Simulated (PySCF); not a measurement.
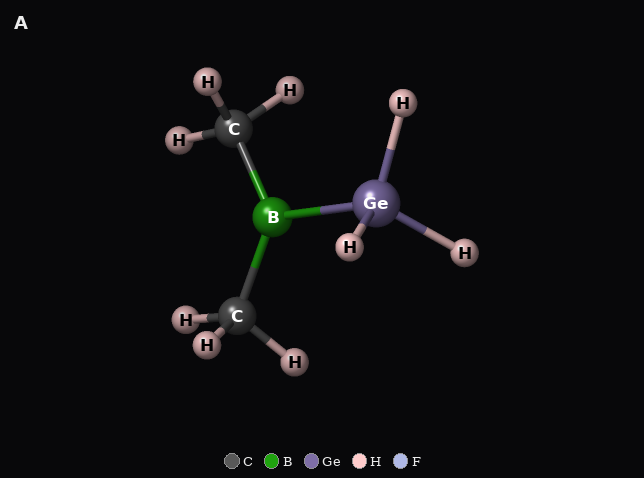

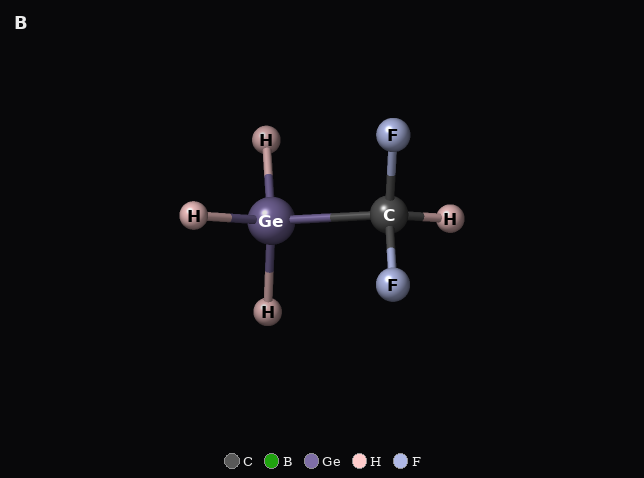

Two related species, optimised with PBE0-D3(BJ)/def2-SVP; properties computed with PySCF 2.14.0. Both: charge 0, singlet.

Identify both.

A is C2H9BGe, B is CH4F2Ge.

Compare them. With CAM-B3LYP/def2-SVPD: dipole moment (D), HOMO–LUMO gap (eV), HOMO energy (Kohn–Sham orbital) (eV), lowest vertical singlet excitation (eV), mean static polarisability (bohr³). With PBE0-D3(BJ)/def2-SVP: mean Ge–H length (Å).

```json
{"quantity": "dipole moment (D)", "A": "1.44", "B": "1.99"}
{"quantity": "HOMO–LUMO gap (eV)", "A": "8.72", "B": "10.92"}
{"quantity": "HOMO energy (Kohn–Sham orbital) (eV)", "A": "−8.88", "B": "−10.06"}
{"quantity": "lowest vertical singlet excitation (eV)", "A": "4.70", "B": "7.86"}
{"quantity": "mean static polarisability (bohr³)", "A": "74.2", "B": "47.1"}
{"quantity": "mean Ge–H length (Å)", "A": "1.546", "B": "1.535"}
```

Each is one conformer, and no frequency run is at hand to confirm it as a minimum.
